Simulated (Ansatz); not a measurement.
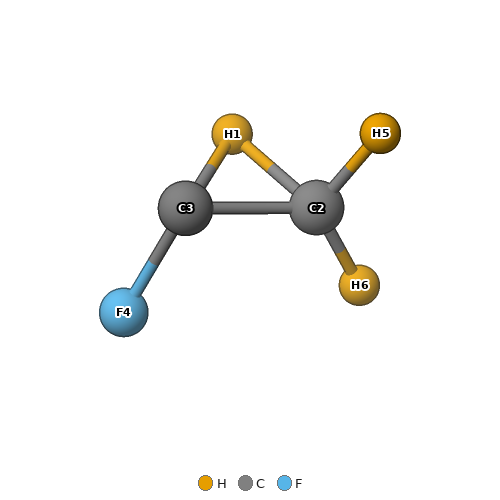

The system is the reacting system C₂H₃F (one molecule; an intramolecular 1,2-shift); the picture shows the reference structure. First axis: distance H1–C3 (bond that forms). Second axis: distance H1–C2 (bond that breaks). Relaxed at each point: all other coordinates. The scan uses a 13 × 13 grid. Points are written as (first, second). Energies: kcal/mol, counted from the lowest grid point. Energies and slopes of some neighbouring points disagree (a jump in structure or state, or too coarse a mesh). The reference is spin-restricted, so regions where a bond is pulled apart into radicals lie too high. All numbers below come from RKS BHLYP-D4/def2-TZVP (Ansatz 0.2.0).

Its coordinates:

```xyz
6

H     0.0134   -0.9938    0.1405
C     0.3766    0.2123    0.2845
C    -0.1763   -0.2107   -0.9159
F    -1.4764    0.1252   -0.9385
H     1.4353    0.0759    0.4135
H    -0.1726    0.7911    1.0159
```

Range: distance H1–C3 (bond that forms) from 0.963 to 2.463 Å; distance H1–C2 (bond that breaks) from 0.963 to 2.763 Å.

Q: Predict the map.

A: The lowest grid point is at (1.030 Å, 2.047 Å). Other grid points that lie below all their neighbours: (2.010 Å, 1.044 Å) (52 kcal/mol higher). The highest grid point, (2.463 Å, 2.396 Å), lies 148 kcal/mol above the lowest.

| second ↓, first → | 0.963 | 1.030 | 1.123 | 1.228 | 1.343 | 1.465 | 1.594 | 1.728 | 1.867 | 2.010 | 2.157 | 2.308 | 2.463 |
| --- | --- | --- | --- | --- | --- | --- | --- | --- | --- | --- | --- | --- | --- |
| 2.763 | 115 | 95 | 75 | 61 | 51 | 49 | 54 | 65 | 80 | 95 | 110 | 125 | 139 |
| 2.577 | 75 | 55 | 38 | 28 | 27 | 35 | 48 | 65 | 82 | 100 | 116 | 132 | 147 |
| 2.396 | 38 | 22 | 11 | 10 | 19 | 33 | 50 | 70 | 89 | 108 | 126 | 142 | 148 |
| 2.219 | 14 | 3 | 0 | 7 | 20 | 38 | 58 | 79 | 100 | 119 | 132 | 138 | 142 |
| 2.047 | 5 | 0 | 2 | 12 | 28 | 48 | 70 | 92 | 110 | 121 | 126 | 129 | 131 |
| 1.881 | 10 | 7 | 11 | 24 | 42 | 63 | 86 | 100 | 108 | 113 | 115 | 117 | 119 |
| 1.720 | 22 | 21 | 27 | 41 | 60 | 77 | 89 | 95 | 99 | 101 | 102 | 103 | 105 |
| 1.566 | 41 | 41 | 47 | 61 | 72 | 79 | 83 | 85 | 86 | 87 | 87 | 89 | 90 |
| 1.419 | 65 | 65 | 67 | 70 | 72 | 74 | 74 | 74 | 73 | 73 | 73 | 74 | 76 |
| 1.281 | 90 | 82 | 76 | 72 | 69 | 67 | 65 | 63 | 61 | 61 | 61 | 62 | 64 |
| 1.155 | 104 | 92 | 81 | 73 | 68 | 63 | 60 | 56 | 54 | 53 | 53 | 55 | 61 |
| 1.044 | 117 | 103 | 89 | 79 | 72 | 66 | 60 | 56 | 53 | 52 | 52 | 56 | 65 |
| 0.963 | 132 | 116 | 101 | 90 | 81 | 74 | 68 | 63 | 60 | 59 | 60 | 66 | 76 |

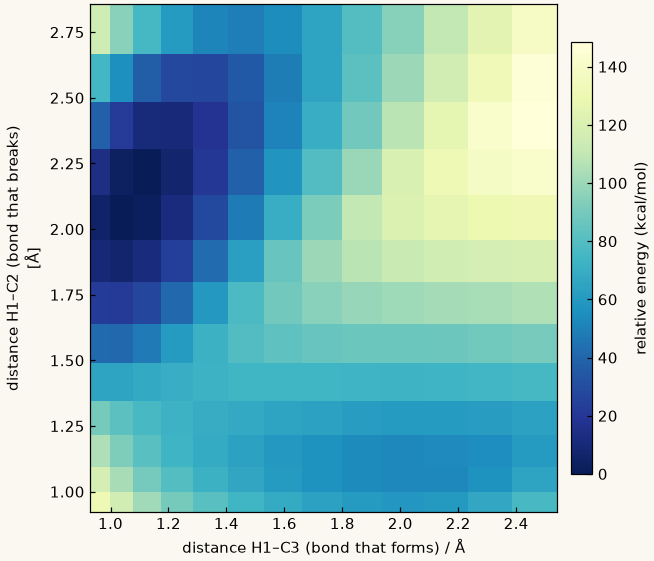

Drawn: one coloured cell a grid point.

The whole map (169 points run) took 30 min on 1 thread of Arm Neoverse V1, with other jobs on the host.
